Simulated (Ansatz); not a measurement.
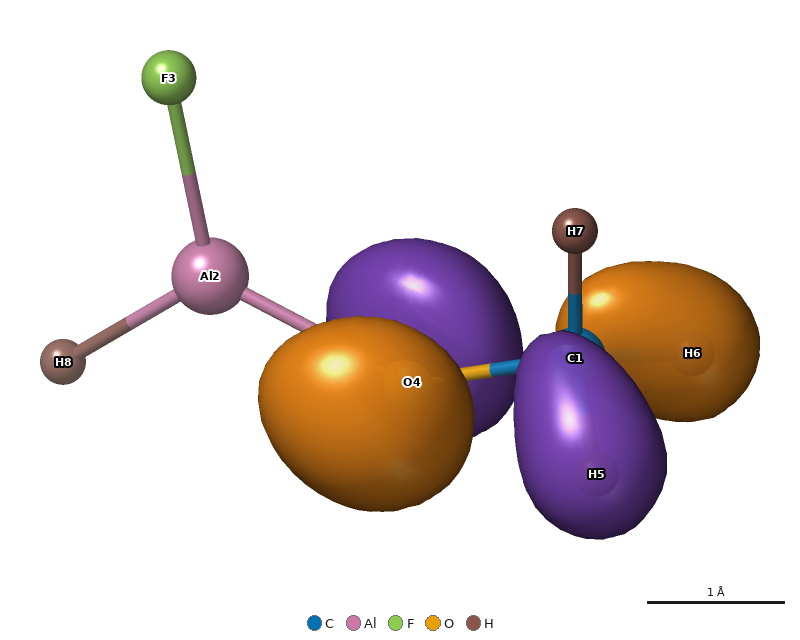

The picture shows: CH4AlFO (SMILES C[O][AlH][F]). One frontier orbital at ±0.2 Å⁻³ᐟ² (orange and purple are the two phases), seen at a tilt.

Geometry: PBE0-D3(BJ)/pcseg-1.

Theory: isolated molecule in a Gaussian basis; Kohn-Sham density functional theory, functional PBE0 (Ansatz 0.2.0).

Input file:

```
crystal:
  periodic: [false, false, false]
  atoms:
    - symbol: C
      position_ang: [-0.969303, -0.577409, 1.723779]
    - symbol: Al
      position_ang: [-2.063668, 2.044678, 1.151845]
    - symbol: F
      position_ang: [-0.827437, 3.029636, 1.700118]
    - symbol: O
      position_ang: [-1.895570, 0.370997, 1.271681]
    - symbol: H
      position_ang: [-1.424874, -1.195449, 2.508565]
    - symbol: H
      position_ang: [-0.681289, -1.237929, 0.895435]
    - symbol: H
      position_ang: [-0.059558, -0.113848, 2.130987]
    - symbol: H
      position_ang: [-3.358338, 2.670606, 0.535931]
basis:
  gaussian: {orbitals: def2-TZVPD}
hamiltonian: {xc: pbe0}
output: {forces: true, orbitals: {seedname: orbitals}}
```

Run with:

```sh
ansatz run input.yaml --threads 2 --pin off --max-ram 4350MiB --events-out events.jsonl --progress --plain --runs-dir runs
```

Q: Which orbital is it: HOMO or LUMO?

A: The HOMO, at −8.45 eV. It lies mainly on O4 (about 55 %), C1 (about 15 %), H5 (about 10 %) and H6 (about 10 %).
